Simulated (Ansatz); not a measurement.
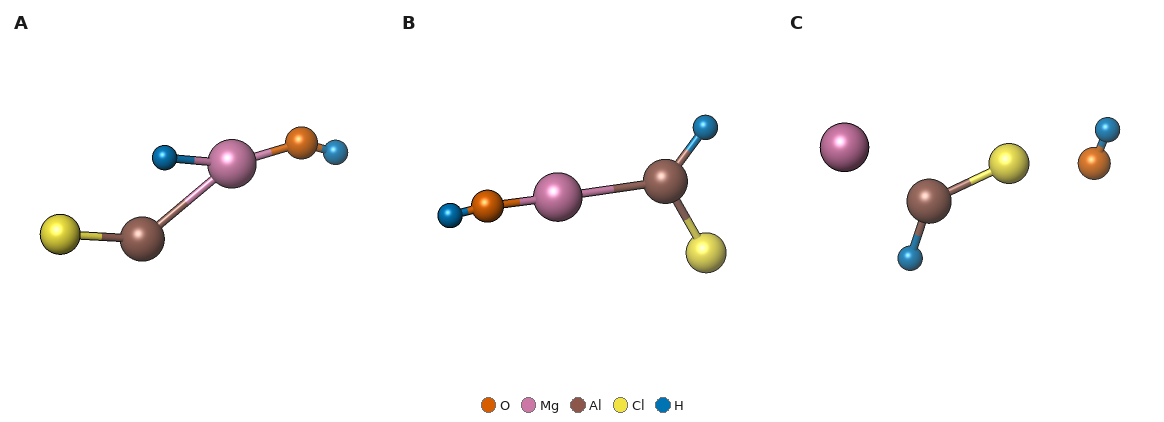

3 stationary structures of one formula. Geometries: PBE0-D4/def2-TZVP. Electronic energies: RHF-CCSD(T) (frozen core)/def2-TZVPP (Ansatz 0.2.0), without zero-point energy. No frequency run is at hand to confirm each as a minimum. Each is one conformer, not always the lowest.

> Which is lowest in energy, and by how much?

B is lowest (Cs); A lies 17.3 kcal/mol above it (Cs), C lies 113.0 kcal/mol above it.
